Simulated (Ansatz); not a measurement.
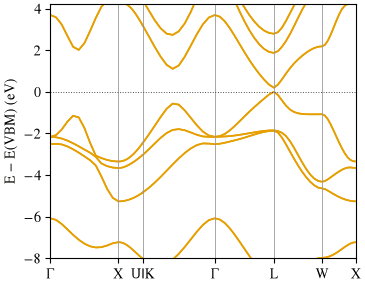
*Band structure from DFT-r²SCAN with spin–orbit coupling in the program Ansatz with PAW potentials*

Read off the gap and where the band edges lie.

About 0.2 eV (0.20 eV by a search for the band edges); maximum at L, minimum at L.

The material is PbS (rock salt, Fm-3m).

The cell was relaxed with r²SCAN under the symmetry of its start.

Potentials: the later of the program's two PAW sets.
